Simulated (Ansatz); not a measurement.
Start from MgO in the rock salt structure (space group Fm-3m, No. 225; a = 4.204 Å).

One thing is altered: the cell is scaled by 0.9900 in all directions, atoms relaxed at fixed cell.

Method: plane-wave PAW DFT at the r2SCAN level (Ansatz, a quantum-chemistry and plane-wave program, 500 eV), no spin-orbit coupling.

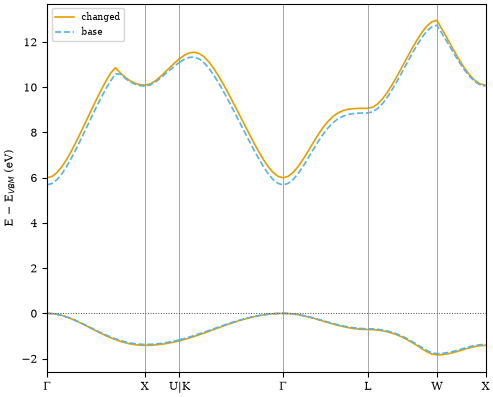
Figure: Highest valence and lowest conduction band along the path, each from its own valence-band maximum

The gap is 6.00 eV, direct at Γ; the base has 5.68 eV.

The cells carry an imposed strain or load. No phonon test of stability was made.
